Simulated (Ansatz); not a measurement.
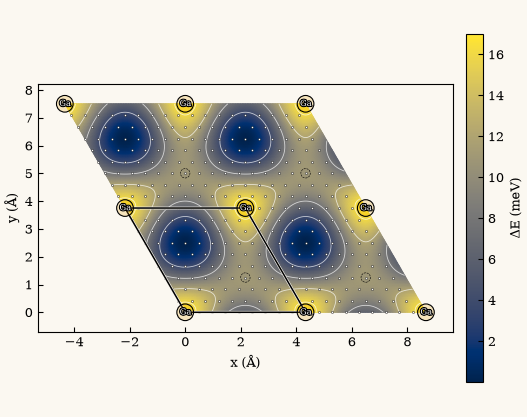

Energy landscape of CO on a GaSb(111) slab cut from the F-43m phase, its upper half relaxed before the scan (4 atoms of substrate and one adsorbate in a 1 × 1 cell). 
- CO (O end down) is moved over the surface cell at a fixed height above a rigid substrate; the origin of the map has the adsorbate above Ga4; the height is held at 3.40 Å.
- Places are given modulo a cell vector. The map is drawn in real space over the plane of the surface.
- The grid has 9 × 9 points; 19 points were computed and 62 follow by symmetry.
- Energies are in meV, from the lowest grid point.
- With one adsorbate in each 1 × 1 cell, its nearest image is 4.3 Å away, so neighbouring adsorbates interact. At a fixed height the lowest place need not be the adsorption site.
- These are results of Ansatz 0.2.0, DFT PBE+D3(BJ), scalar-relativistic, plane waves, PAW, not measurements. Settings: cutoff 420 eV, k-mesh 6×6×1, gaussian smearing 0.1 eV, no spin polarisation.

The picture shows a smooth colour map with a few white contour lines, dots at the grid points, labelled circles for the atoms of the top layer and small ones for the second layer, the outline of one cell of the 2 × 2 shown. Between grid points the surface is interpolated. 

What does the map say about the system?

The lowest grid point is at a threefold hollow, (3/9, 6/9) of the cell vectors. It is the only kind of minimum in the scanned range. The highest grid point, the top site over a surface Ga atom, (0/9, 0/9) of the cell vectors, lies 17.0 meV above the lowest. On the interpolated surface the easiest way out of the lowest well to its copy in the next cell or period passes a barrier of about 11 meV.

Grid values (meV):

```tsv
second ↓, first →	0/9	1/9	2/9	3/9	4/9	5/9	6/9	7/9	8/9
8/9	15.5	12.2	7.8	4.4	3.2	4.4	7.8	12.2	15.5
7/9	12.0	7.8	3.6	1.2	1.2	3.6	7.8	12.0	13.8
6/9	8.5	4.4	1.2	0.0	1.2	4.4	8.5	11.5	11.5
5/9	6.5	3.2	1.2	1.2	3.2	6.5	9.7	11.0	9.7
4/9	6.5	4.4	3.6	4.4	6.5	9.0	10.7	10.7	9.0
3/9	8.5	7.8	7.8	8.5	9.7	10.7	11.1	10.7	9.7
2/9	12.0	12.2	12.0	11.5	11.0	10.7	10.7	11.0	11.5
1/9	15.5	15.5	13.8	11.5	9.7	9.0	9.7	11.5	13.8
0/9	17.0	15.5	12.0	8.5	6.5	6.5	8.5	12.0	15.5
```

The input of one point:

```yaml
crystal:
  lattice:
    - [4.3343814647, 0.0, 0.0]
    - [-2.1671907324, 3.7536844581, 0.0]
    - [0.0, 0.0, 23.6197422994]
  atoms:
    - { symbol: Sb, position: [0.0, 0.0, 0.1693498578] }
    - { symbol: Ga, position: [0.3333333333, 0.6666666667, 0.2068080104] }
    - { symbol: Sb, position: [0.3333333333, 0.6666666667, 0.3259656336] }
    - { symbol: Ga, position: [0.6666666667, 0.3333333333, 0.3585874135] }
    - { symbol: O, position: [1.0, 1.0, 0.5025347927] }
    - { symbol: C, position: [1.0, 1.0, 0.5512228768] }
basis:
  ecutwfc: 420
kpoints:
  mp_grid: { grid: [6, 6, 1] }
hamiltonian:
  xc: pbe
  pseudopotentials: { kind: paw, azcp: { folder: soft_1 } }
  dispersion: d3bj
scf:
  occupations: { method: gaussian, width: 0.1 }
output:
  forces: true
  eigenvalues: true
efield:
  axis: 3
  dipole_correction: true
  ramp_width: 0.04
```

Each point was launched as `ansatz run input.yaml --threads 1 --pin off --max-ram 3072MiB --backend cpu --events-out ev --progress --plain --runs-dir out`. The whole map (19 points run) took 9.1 min on 1 thread of Arm Neoverse V1 (shared host).
